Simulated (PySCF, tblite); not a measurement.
**C5H11BSi: geometry, infrared bands and NMR shifts**

Wanted: the infrared bands and NMR shifts of C5H11BSi (`CC#C[SiH2]B(C)C`), by calculation.

Computed with tblite 0.8.0 and PySCF 2.14.0, with density-fitted response routines of our own, on a single molecule in the gas phase. Atoms are numbered from 0 throughout.

### 1 The starting structure

18 atoms, charge 0, multiplicity 1; geometry from: force field or distance geometry start.

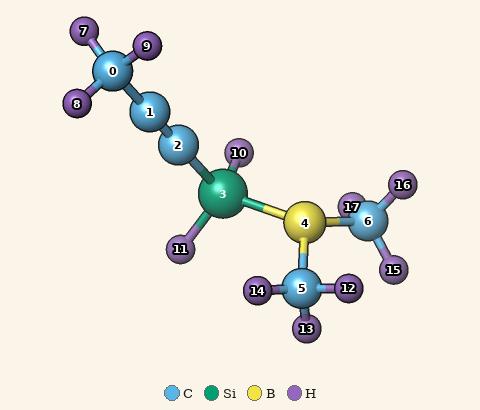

As it starts; carbon blue, silicon teal, boron yellow, hydrogen purple, atoms numbered.

### 2 Optimising the geometry with GFN2-xTB

Job settings and geometry (Å):

```
{"job": {"kind": "relax", "xc": "GFN2-xTB", "basis": "xTB"}, "charge": 0, "multiplicity": 1}
C      4.053200    -0.020100    -0.625000
C      2.649500     0.103900    -0.152100
C      1.523100     0.204000     0.268800
Si    -0.182600     0.395000     0.890100
B     -1.396300     0.076200    -0.563700
C     -1.759200    -1.460100    -0.864600
C     -2.679500     1.040500    -0.630600
H      4.709000     0.709600    -0.065800
H      4.410700    -1.061000    -0.429300
H      4.101900     0.264800    -1.670800
H     -0.412000     1.771200     1.362100
H     -0.384800    -0.548000     2.012000
H     -2.217900    -1.444800    -1.866900
H     -2.594400    -1.674800    -0.174600
H     -0.900400    -2.119400    -0.764400
H     -3.631100     0.446500    -0.695000
H     -2.597600     1.622700    -1.561900
H     -2.700100     1.700000     0.255200
```

On the command line:

```console
$ OMP_NUM_THREADS=1 python probes_run.py task.json out
```

The driver reads the jobs from task.json and runs them one after another.

What it wrote:

```text
step      E/eV     max force
  0    -521.24700    2.153
  1    -521.44322    1.517
  2    -521.58166    2.122
  3    -521.58101    3.952
  4    -521.66539    0.751
  5    -521.69796    0.482
  6    -521.73650    1.078
  7    -521.76413    0.811
  8    -521.79016    0.471
  9    -521.81507    0.428
 10    -521.83459    0.644
 11    -521.84696    0.431
 12    -521.85633    0.311
 13    -521.86503    0.289
 14    -521.87311    0.420
 15    -521.88029    0.315
 16    -521.88676    0.222
 17    -521.89300    0.235
 18    -521.89857    0.321
 19    -521.90232    0.245
 20    -521.90478    0.144
 21    -521.90707    0.164
 22    -521.90961    0.198
 23    -521.91194    0.178
 24    -521.91351    0.103
 25    -521.91451    0.087
 26    -521.91545    0.117
 27    -521.91654    0.123
 28    -521.91751    0.085
 29    -521.91817    0.057
 30    -521.91874    0.057
 31    -521.91949    0.118
 32    -521.92046    0.144
 33    -521.92129    0.104
 34    -521.92171    0.037
 35    -521.92191    0.038
 36    -521.92214    0.045
 37    -521.92245    0.058
 38    -521.92277    0.043
 39    -521.92304    0.044
 40    -521.92328    0.042
 41    -521.92357    0.050
 42    -521.92392    0.052
 43    -521.92427    0.043
 44    -521.92455    0.047
 45    -521.92483    0.052
 46    -521.92526    0.066
 47    -521.92597    0.073
 48    -521.92698    0.086
 49    -521.92810    0.080
 50    -521.92920    0.095
 51    -521.93040    0.128
 52    -521.93173    0.124
 53    -521.93292    0.079
 54    -521.93383    0.060
 55    -521.93454    0.067
 56    -521.93508    0.067
 57    -521.93542    0.050
 58    -521.93572    0.042
 59    -521.93593    0.038
 60    -521.93616    0.042
 61    -521.93654    0.043
 62    -521.93691    0.046
 63    -521.93721    0.041
 64    -521.93741    0.029
 65    -521.93757    0.027
 66    -521.93772    0.028
 67    -521.93787    0.023
 68    -521.93802    0.028
 69    -521.93818    0.026
 70    -521.93835    0.033
 71    -521.93857    0.037
 72    -521.93884    0.039
 73    -521.93916    0.043
 74    -521.93945    0.036
 75    -521.93961    0.027
 76    -521.93969    0.035
 77    -521.93978    0.028
 78    -521.93992    0.033
 79    -521.94011    0.037
 80    -521.94021    0.025
 81    -521.94026    0.013
 82    -521.94029    0.010
 83    -521.94032    0.015
 84    -521.94035    0.018
 85    -521.94038    0.015
 86    -521.94041    0.011
 87    -521.94043    0.012
 88    -521.94046    0.016
 89    -521.94050    0.017
 90    -521.94052    0.013
 91    -521.94053    0.010
 92    -521.94054    0.009
```

It took 0.49 s on 1 thread of Arm Neoverse V2, shared host.

Along the way: (not every step is listed)

| step | energy from step 0 (eV) | largest force (eV/Å) |
| --- | --- | --- |
| 0 | 0.0000 | 2.1533 |
| 1 | -0.1962 | 1.5168 |
| 2 | -0.3347 | 2.1217 |
| 3 | -0.3340 | 3.9524 |
| 4 | -0.4184 | 0.7507 |
| 5 | -0.4510 | 0.4817 |
| 6 | -0.4895 | 1.0776 |
| 7 | -0.5171 | 0.8112 |
| 8 | -0.5432 | 0.4707 |
| 15 | -0.6333 | 0.3147 |
| 22 | -0.6626 | 0.1985 |
| 29 | -0.6712 | 0.0566 |
| 36 | -0.6751 | 0.0452 |
| 43 | -0.6773 | 0.0435 |
| 50 | -0.6822 | 0.0954 |
| 57 | -0.6884 | 0.0496 |
| 64 | -0.6904 | 0.0295 |
| 71 | -0.6916 | 0.0375 |
| 78 | -0.6929 | 0.0333 |
| 85 | -0.6934 | 0.0146 |
| 87 | -0.6934 | 0.0122 |
| 88 | -0.6935 | 0.0163 |
| 89 | -0.6935 | 0.0166 |
| 90 | -0.6935 | 0.0125 |
| 91 | -0.6935 | 0.0099 |
| 92 | -0.6935 | 0.0092 |

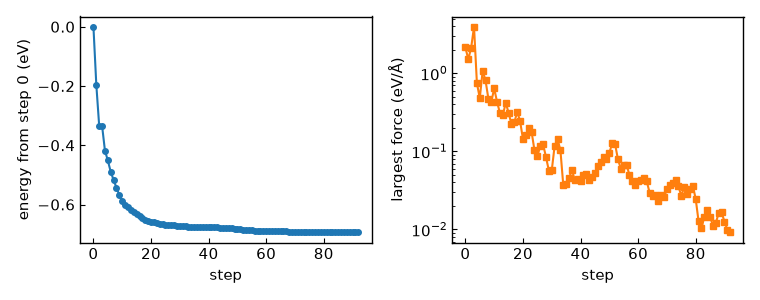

Energy and largest force along the relaxation.

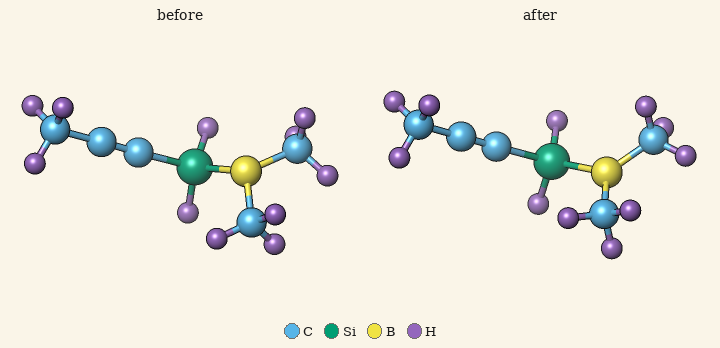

The geometry before (left) and after (right).

Close pairs (by a distance rule), those that changed most:

| bond | before (Å) | after (Å) | change (Å) |
| --- | --- | --- | --- |
| Si3–B4 | 1.920 | 1.970 | +0.050 |
| C0–H7 | 1.129 | 1.090 | -0.039 |
| C0–C1 | 1.486 | 1.448 | -0.038 |
| C6–H15 | 1.124 | 1.089 | -0.034 |
| B4–C6 | 1.607 | 1.575 | -0.032 |
| B4–C5 | 1.607 | 1.576 | -0.031 |
| C2–Si3 | 1.825 | 1.854 | +0.029 |
| C0–H8 | 1.118 | 1.090 | -0.028 |

The next job starts from the end point, and lists it.

### 3 Harmonic vibrations with GFN2-xTB

Job settings and geometry (Å):

```
{"job": {"kind": "ir", "xc": "GFN2-xTB", "basis": "xTB"}, "charge": 0, "multiplicity": 1}
C      3.850211    -0.063186    -0.698992
C      2.538369     0.096886    -0.106481
C      1.450946     0.229427     0.395770
Si    -0.244107     0.439662     1.117932
B     -1.609600    -0.002836    -0.231741
C     -1.650509    -1.443465    -0.868986
C     -2.661920     1.066687    -0.709882
H      4.561323     0.610086    -0.219962
H      4.195456    -1.089351    -0.570516
H      3.811148     0.165790    -1.764473
H     -0.263394     1.824983     1.635359
H     -0.263566    -0.423917     2.319428
H     -2.217058    -1.511927    -1.796976
H     -2.136622    -2.115360    -0.157544
H     -0.661117    -1.865097    -1.042855
H     -3.551850     0.647645    -1.177976
H     -2.175745     1.684212    -1.469470
H     -2.980723     1.756079     0.070949
```

What it wrote:

```text
mode    cm-1     km/mol
  1     -12.2      0.19
  2      -8.1      0.03
  3      49.6      0.27
  4      62.7      1.74
  5      87.4      2.61
  6     139.9      2.60
  7     169.4      5.73
  8     191.1      3.11
  9     276.2      1.18
 10     303.5      2.10
 11     312.1      0.13
 12     336.2      9.32
 13     448.5     76.41
 14     512.0     18.58
 15     562.4      3.51
 16     579.7     14.14
 17     674.6      1.01
 18     699.7    405.97
 19     817.8     82.55
 20     828.2    237.21
 21     846.9      1.73
 22     880.0      4.23
 23    1017.2      4.55
 24    1018.4      4.54
 25    1096.3      0.66
 26    1113.8     67.42
 27    1119.7     92.93
 28    1382.8     43.47
 29    1384.9      0.46
 30    1388.9     10.08
 31    1456.5      4.93
 32    1457.7      5.40
 33    1478.5      2.07
 34    1481.8      4.10
 35    1496.8      2.43
 36    1501.3      0.14
 37    2112.1    538.21
 38    2135.1    320.08
 39    2322.6    161.86
 40    2970.8      6.83
 41    2974.7     33.05
 42    2993.9     25.56
 43    2996.7     23.75
 44    3004.6     38.45
 45    3005.4      5.43
 46    3010.2     98.10
 47    3015.2     14.17
 48    3016.1     28.00
```

It took 0.48 s on 1 thread of Arm Neoverse V2, shared host.

The strongest bands and the atoms that carry them (share of the mass-weighted mode):

| cm⁻¹ | km/mol | atoms |
| --- | --- | --- |
| 700 | 406.0 | H10 47 %, H11 30 %, Si3 17 % |
| 818 | 82.5 | H10 25 %, H11 21 %, B4 13 % |
| 828 | 237.2 | H11 27 %, H10 21 %, B4 13 % |
| 1120 | 92.9 | B4 66 %, C6 12 % |
| 2112 | 538.2 | H11 69 %, H10 28 % |
| 2135 | 320.1 | H10 69 %, H11 28 % |
| 2323 | 161.9 | C1 53 %, C2 46 % |
| 3010 | 98.1 | H12 29 %, H17 23 %, H15 22 %, H14 17 % |

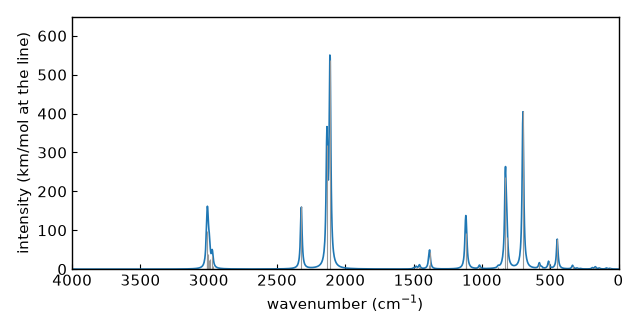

The infrared spectrum from these modes, unscaled. Lines are broadened to a width of 14 cm⁻¹ (Lorentzian).

### 4 NMR shieldings: PBE0/pcSseg-1

Same as in step 3 but for these lines:

```diff
@@ -1,2 +1,2 @@
-{"job": {"kind": "ir", "xc": "GFN2-xTB", "basis": "xTB"}, "charge": 0, "multiplicity": 1}
+{"job": {"kind": "nmr", "xc": "PBE0", "basis": "pcSseg-1"}, "charge": 0, "multiplicity": 1}
 C      3.850211    -0.063186    -0.698992
```

With the program's defaults for keys left out, this is: GIAO PBE0/pcSseg-1 NMR shielding, non-relativistic, gas phase.

What it wrote:

```text
coarse grid: 14960 points
cycle   1  E = -510.8771062875  dE =  4.769e-01  |g| = 5.392e-01  |ddm| = 3.882e+00
cycle   2  E = -510.8614604710  dE =  1.565e-02  |g| = 5.877e-01  |ddm| = 1.181e+00
cycle   3  E = -510.9510543267  dE = -8.959e-02  |g| = 1.304e-01  |ddm| = 6.523e-01
cycle   4  E = -510.9547747962  dE = -3.720e-03  |g| = 4.712e-02  |ddm| = 1.196e-01
cycle   5  E = -510.9553372667  dE = -5.625e-04  |g| = 6.714e-03  |ddm| = 4.567e-02
cycle   6  E = -510.9553489714  dE = -1.170e-05  |g| = 1.775e-03  |ddm| = 9.283e-03
cycle   7  E = -510.9553497021  dE = -7.307e-07  |g| = 2.970e-04  |ddm| = 1.425e-03
final grid: 138272 points
cycle   8  E = -510.9945984886  dE = -3.109e-05  |g| = 8.123e-03  |ddm| = 3.533e-02
cycle   9  E = -510.9945944712  dE =  4.017e-06  |g| = 9.052e-03  |ddm| = 1.465e-02
cycle  10  E = -510.9946150870  dE = -2.062e-05  |g| = 1.529e-03  |ddm| = 7.739e-03
cycle  11  E = -510.9946156674  dE = -5.804e-07  |g| = 2.444e-04  |ddm| = 1.255e-03
cycle  12  E = -510.9946156808  dE = -1.346e-08  |g| = 6.734e-05  |ddm| = 2.570e-04
cycle  13  E = -510.9946156820  dE = -1.176e-09  |g| = 1.286e-05  |ddm| = 8.828e-05
cycle  14  E = -510.9946156820  dE = -4.411e-11  |g| = 2.514e-06  |ddm| = 2.090e-05
converged SCF energy = -510.9946156820

GIAO shielding tensors (ppm)
atom      isotropic    diamagn.    paramagn.     s11        s22        s33       span
  0 C      180.551     251.284     -70.733    172.042    172.472    197.139     25.097
  1 C       73.078     275.448    -202.370    -24.770    -21.327    265.330    290.100
  2 C      106.955     258.850    -151.895     20.864     29.805    270.196    249.332
  3 Si     451.392     883.423    -432.031    409.650    470.208    474.319     64.669
  4 B       -5.953     196.089    -202.042    -75.992    -72.758    130.891    206.884
  5 C      163.824     254.352     -90.528    135.330    174.906    181.234     45.904
  6 C      161.705     252.500     -90.794    135.238    168.776    181.103     45.865
  7 H       29.633      25.906       3.727     24.573     27.859     36.467     11.894
  8 H       29.650      28.219       1.431     24.681     28.014     36.256     11.575
  9 H       29.718      29.824      -0.106     24.672     28.260     36.221     11.549
 10 H       27.471      30.057      -2.586     24.039     26.212     32.161      8.122
 11 H       27.354      29.787      -2.433     24.573     25.723     31.765      7.192
 12 H       30.126      31.524      -1.398     26.951     29.225     34.201      7.249
 13 H       30.811      30.622       0.189     26.421     29.712     36.302      9.881
 14 H       29.613      33.860      -4.247     25.489     29.325     34.024      8.535
 15 H       30.086      29.764       0.322     26.502     29.429     34.328      7.827
 16 H       30.659      31.143      -0.484     27.240     29.255     35.482      8.242
 17 H       29.897      30.424      -0.527     25.938     29.459     34.295      8.357
```

Run time: 28 s. Hardware: 1 thread of Arm Neoverse V2, shared host; peak memory 0.82 GiB.

Shifts follow as δ = σ(reference) − σ, with reference shieldings (ppm) from runs at the same level and on the same kind of geometry: ¹H TMS 31.72, ¹³C TMS 186.9, ²⁹Si TMS 349.2, ¹¹B BF3·OEt2 100.1. The references are single molecules in the gas phase. Atoms listed in one row are averaged.

| atoms | environment | σ (ppm) | δ (ppm) | δ scaled to CDCl3 |
| --- | --- | --- | --- | --- |
| C1 | alkyne carbon | 73.1 | 113.8 | 109.2 |
| C2 | alkyne carbon | 107.0 | 80.0 | 76.1 |
| C5, C6 | methyl carbon bonded to B | 162.8 | 24.2 | 21.7 |
| C0 | propargylic methyl carbon | 180.6 | 6.4 | 4.3 |
| H10, H11 | hydrogen on a silicon bonded to C, B | 27.41 | 4.30 | – |
| H7, H8, H9 | hydrogen on a propargylic methyl carbon | 29.67 | 2.05 | 2.04 |
| H12, H13, H14, H15, H16, H17 | hydrogen on a methyl carbon bonded to B | 30.20 | 1.52 | 1.54 |
| Si3 | silicon bonded to C, B, 2 H | 451.4 | -102.2 | – |
| B4 | boron bonded to 2 C, Si | -6.0 | 106.0 | – |

The scaled column applies a straight-line fit of computed shieldings to shifts measured in CDCl3 (root-mean-square error 0.16 ppm for H, 1.9 ppm for C).

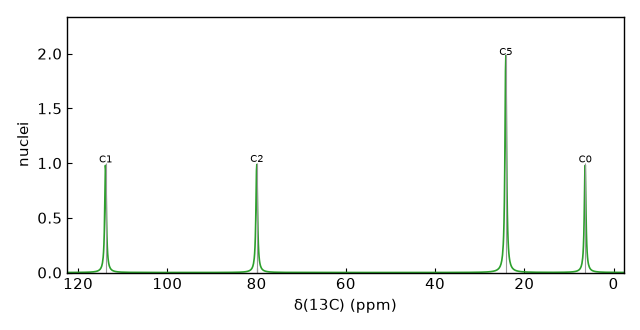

¹³C lines at the computed shifts, without couplings. Lines are broadened to a width of 0.43 ppm (Lorentzian).

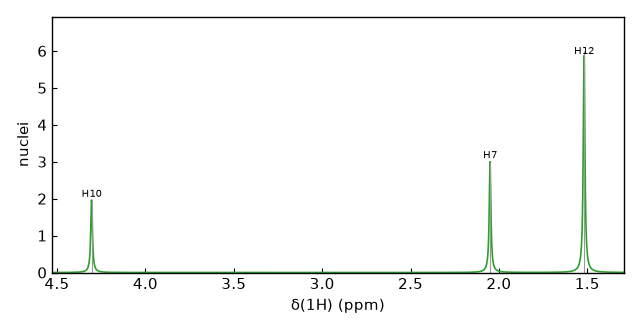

¹H lines at the computed shifts, without couplings. Lines are broadened to a width of 0.01 ppm (Lorentzian).

Charges from the same density, by scheme (e):

| atoms | Mulliken | IAO | Hirshfeld | ESP fit |
| --- | --- | --- | --- | --- |
| C0 | -0.16 | -0.44 | -0.10 | -0.56 |
| C1 | -0.15 | -0.01 | -0.04 | 0.20 |
| C2 | -0.42 | -0.36 | -0.19 | -0.40 |
| Si3 | 0.57 | 0.60 | 0.27 | 0.19 |
| B4 | 0.08 | 0.09 | 0.14 | 0.54 |
| C5, C6 | -0.51 | -0.56 | -0.19 | -0.61 |

ESP fit charges:

C0 -0.56; C1 0.20; C2 -0.40; Si3 0.19; B4 0.54; C5 -0.59; C6 -0.62; H7 0.19; H8 0.19; H9 0.18; H10 -0.07; H11 -0.07; H12 0.13; H13 0.14; H14 0.13; H15 0.14; H16 0.16; H17 0.12

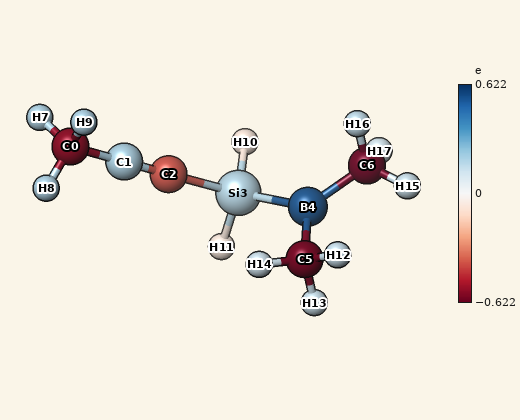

ESP fit charges, as colours on the atoms.

Mayer bond orders: C0–C1 1.17, C1–C2 2.54, C2–Si3 1.00, Si3–B4 0.90, B4–C5 1.06, B4–C6 1.07.

Orbitals, density, ELF and potential are computed afterwards from the orbital file.

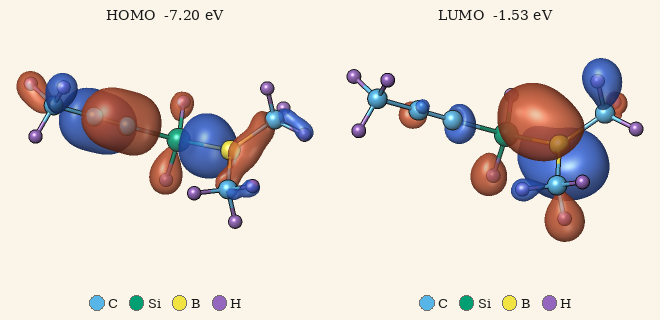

Frontier orbitals at PBE0/pcSseg-1; each surface holds 70 % of the orbital's density, blue and red mark the sign.

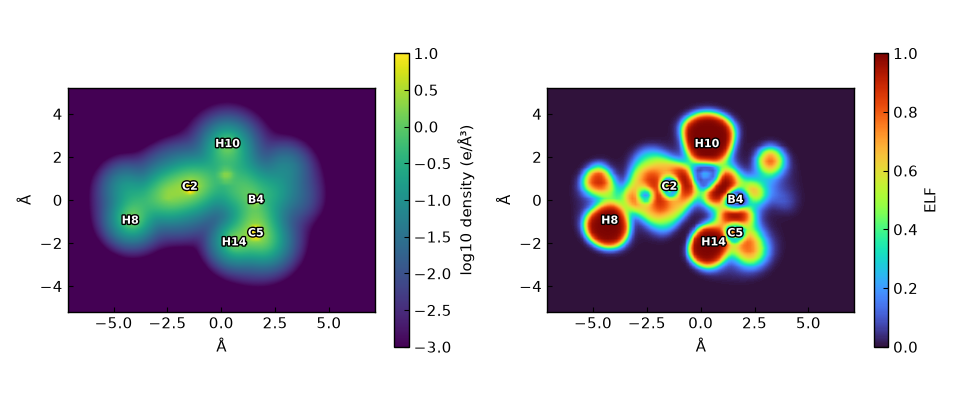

Density (left) and ELF (right) in a plane through or near 6 of the atoms.

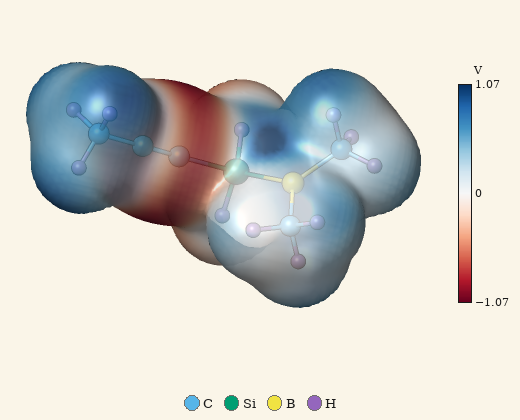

Electrostatic potential on the surface of density 0.002 e/bohr³; red is low, blue high. It runs from -1.06 V near C2 to 1.07 V near B4.

### 5 Outcome

```
                                                               quantity                       value
                              strongest single infrared mode (GFN2-xTB)       2112 cm⁻¹, 538 km/mol
                                           zero-point energy (GFN2-xTB)               86.8 kcal/mol
¹³C shifts against TMS (PBE0/pcSseg-1, means over atoms taken as alike)  113.8, 80.0, 24.2, 6.4 ppm
 ¹H shifts against TMS (PBE0/pcSseg-1, means over atoms taken as alike)        4.30, 2.05, 1.52 ppm
                                ²⁹Si shifts against TMS (PBE0/pcSseg-1)                  -102.2 ppm
                            ¹¹B shifts against BF3·OEt2 (PBE0/pcSseg-1)                   106.0 ppm
                                  surface potential, least and greatest          -1.06 V and 1.07 V
```

Over 92 steps the energy fell by 0.694 eV; of the close pairs, Si3–B4 changed most, 1.920 to 1.970 Å. The lowest mode is slightly imaginary (12i cm⁻¹), a soft motion within the noise of the Hessian, so the minimum is not strictly shown. The strongest single mode, at 2112 cm⁻¹, moves mainly H11. GFN2-xTB is a fitted tight-binding method: band positions and strengths are rough. Its intensities can rank the bands wrongly. At PBE0/pcSseg-1: Shielding is most anisotropic at C1 (span 290 ppm, paramagnetic term -202 ppm). By nearest atom (PBE0/pcSseg-1), the HOMO sits on C1, C2 about 29 % each; B4 13 % and the LUMO on B4 55 %; Si3 8 %.
